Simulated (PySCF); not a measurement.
Molecule: SMILES c1cc(S)sc1C#N. Atoms near the plane z = 0.6 Å, at the GFN2-xTB optimised geometry (x, y, z in Å): N1 (-2.3, -3.2, 0.0), C2 (-1.6, -2.3, 0.0), C3 (-0.7, -1.2, 0.0), C4 (0.7, -1.2, 0.0), C5 (1.2, 0.1, 0.0), C6 (0.3, 1.1, 0.0), S7 (0.6, 2.8, 0.0), S8 (-1.3, 0.4, 0.0), H9 (1.2, -2.1, 0.0), H10 (2.3, 0.3, 0.0), H11 (-0.7, 3.2, 0.0).

Level of theory: PBE/def2-TZVP (PySCF). The values are rescaled to run from 0 to 1.

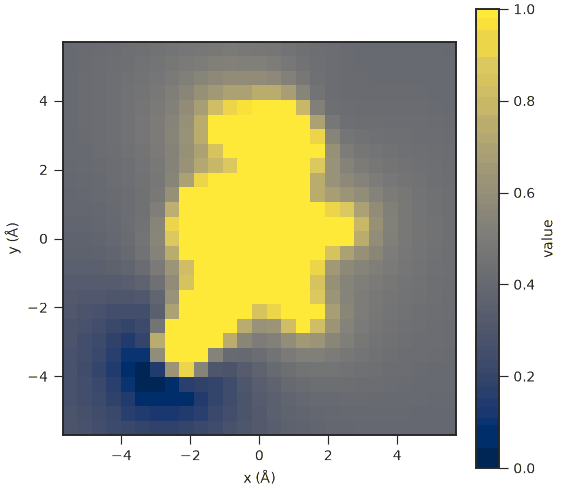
Figure: a field on the plane z = 0.6 Å.

Task: Which quantity is mapped?
A) Laplacian of the electron density
B) electron localisation function
C) log10 of the electron density
D) electrostatic potential

Result: D, electrostatic potential. In full: electrostatic potential (hartree/e), clipped to [-0.08, 0.12].
